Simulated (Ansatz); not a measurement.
AlH$_{3}$O$_{3}$

| atom | x (Å) | y (Å) | z (Å) |
| --- | --- | --- | --- |
| Al | 0.0184 | -0.2825 | 0.0870 |
| O | -0.0950 | -0.0592 | 1.7640 |
| H | -0.8879 | 0.0106 | 2.2988 |
| O | 1.5909 | -0.3074 | -0.5463 |
| H | 1.7793 | -0.4580 | -1.4763 |
| O | -1.2952 | -0.4735 | -0.9758 |
| H | -2.2297 | -0.5099 | -0.7608 |

The calculation used Ansatz 0.2.0, RKS B3LYP-D4/def2-SVP.

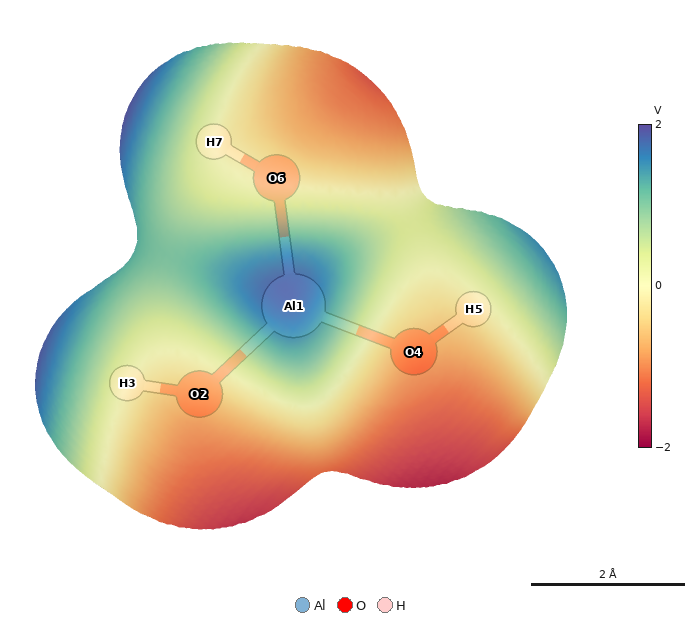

Figure 1. The molecular electrostatic potential painted on the density surface at 0.001 e/bohr³, seen at a tilt; red is negative and blue positive.

Describe the electrostatic potential map.

The most negative region (about −1.7 V) lies over O4, the most positive (about +1.9 V) over Al1, H3 and H7. O4 is the likeliest acceptor of a hydrogen bond.

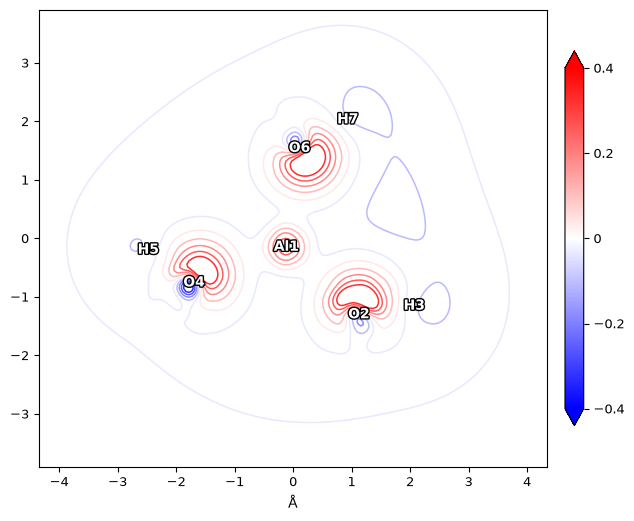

Figure 2. The LUMO on the molecular plane (values in Å⁻³ᐟ²; the overall sign is arbitrary).

Where does this orbital lie, and at what energy?

Its weight (Hirshfeld) is mainly on Al1 (about 55 %), O6 (about 10 %), O2 (about 10 %), O4 (about 10 %), H7 (about 5 %) and H3 (about 5 %); it is symmetric in the molecular plane (an in-plane orbital: σ, lone-pair or in-plane π type). Its energy is −0.52 eV.

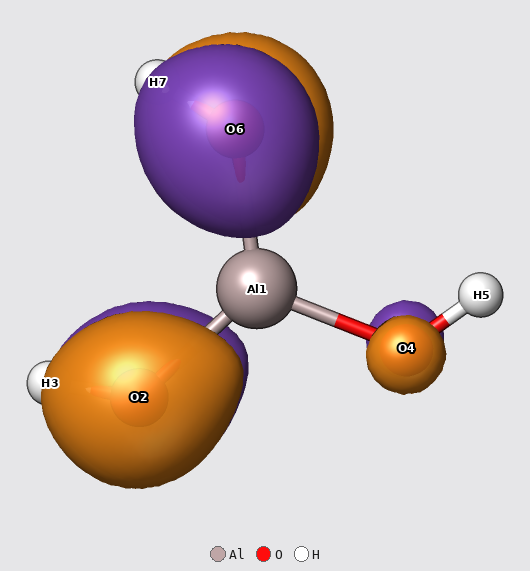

Figure 3. The HOMO−1 at ±0.1 Å⁻³ᐟ² (orange and purple are the two phases), seen across its widest extent.

Describe this orbital and give its energy.

By Hirshfeld shares it lies mainly on O6 (about 45 %) and O2 (about 40 %); it changes sign across the molecular plane (π type). Its energy is −8.32 eV.
